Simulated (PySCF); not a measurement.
CH₆BNSi₂, SMILES B[SiH2][SiH2]C#N at its GFN2-xTB optimised geometry (Å):

```
11

B      1.7499    -1.2610     0.0000
Si    -0.1899    -1.2610     0.0000
Si    -0.9850     0.9418     0.0000
C      0.0237     1.9157    -1.2318
N      0.6682     2.4615    -2.0076
H      2.3593    -1.1737     0.9959
H      2.3618    -1.2857    -0.9967
H     -0.8620    -1.9157    -1.1388
H     -0.8559    -1.8758     1.1666
H     -2.3618     1.1610    -0.4548
H     -0.8035     1.6920     1.2490
```

Computed with PBE/def2-TZVP (PySCF 2.14.0).

Map of the log10 of the electron density (e/bohr³), floored at −4 on the plane z = 1.5 Å:

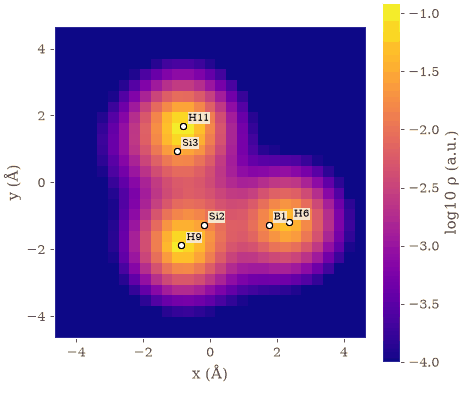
Figure. Log10 of the electron density (e/bohr³), floored at −4 on the plane z = 1.5 Å.
